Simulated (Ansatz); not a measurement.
Start from CuI in the zinc blende structure (space group F-43m, No. 216; a = 5.9393 Å).

Perturbation: a negative pressure, −1 GPa.

Level of theory: PBEsol/PAW in Ansatz (a quantum-chemistry and plane-wave program), spin-orbit coupling left out.

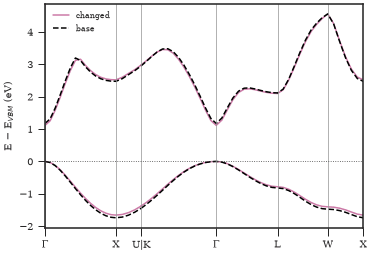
Fig. 1. Highest valence and lowest conduction band along the path, each from its own valence-band maximum

Problem. Read the changed gap and its character from the plot.

Solution. About 1.1 eV, direct at Γ.

With I present, leaving out spin-orbit coupling can change the band edges. Load acts through the strain it causes; cell and atoms are relaxed under it. Stability against distortions was not tested. All final runs are without spin polarisation.
